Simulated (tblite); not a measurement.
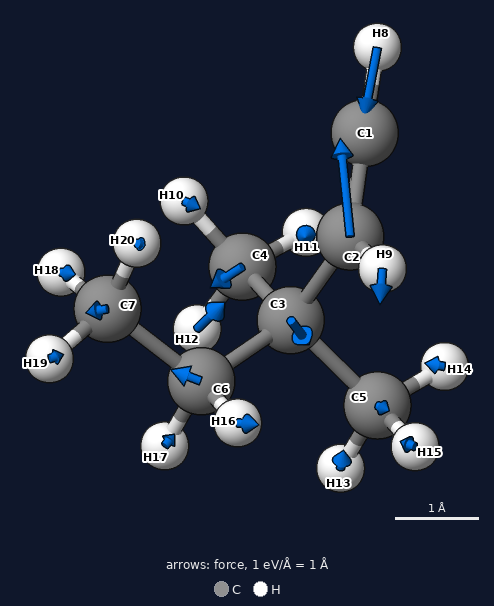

Starting geometry of C7H13 (multiplicity 2) with the computed forces as blue arrows. A ball-and-stick model, seen at a tilt.

The calculation used tblite, GFN2-xTB geometry optimisation, gas phase. 

Is this structure relaxed? If not, where do the atoms go?

It isn't relaxed: the largest force vector, on C2, is 1.28 eV/Å. The final displacements have little in common with the starting forces (cosine between the two patterns 0.26). The largest move after the best rigid fit is that of H8, 0.60 Å. By element the largest moves are H 0.60 Å, C 0.13 Å. Near-neighbour distances that change, for instance: C4–H12 1.111 → 1.088 Å, C3–C5 1.548 → 1.532 Å, C3–C4 1.540 → 1.526 Å, C1–H8 1.074 → 1.064 Å. Bond angles that change, for instance: C2–C1–H8 179.3° → 140.1°, C3–C2–H9 115.5° → 111.7°, C1–C2–H9 117.8° → 120.2°. Over 56 geometry steps the energy falls by 5.18 kcal/mol.
